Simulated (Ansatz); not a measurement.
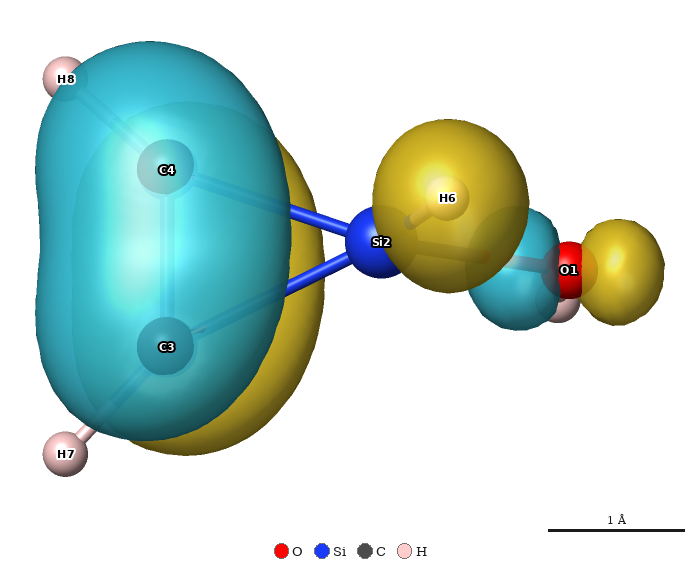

C2H4OSi. The HOMO−1 at ±0.15 Å⁻³ᐟ² (yellow and cyan are the two phases), seen from one side.

These are results of Ansatz, RKS CAM-B3LYP-D4/def2-SVP, not measurements.

```csv
atom,x (Å),y (Å),z (Å)
O,-0.9968,1.4996,-0.8965
Si,-0.1609,0.6948,0.2839
C,1.0359,-0.6184,-0.0003
C,-0.1246,-1.0912,0.4990
H,-1.1654,1.0379,-1.7248
H,-0.0824,1.6672,1.3871
H,1.9729,-1.0955,-0.3016
H,-0.4788,-2.0944,0.7532
```

### Describe this orbital and give its energy.

It lies mainly on C3 (about 35 %), C4 (about 35 %) and H6 (about 5 %); π-bonding across C3–C4. Its energy is −9.66 eV.
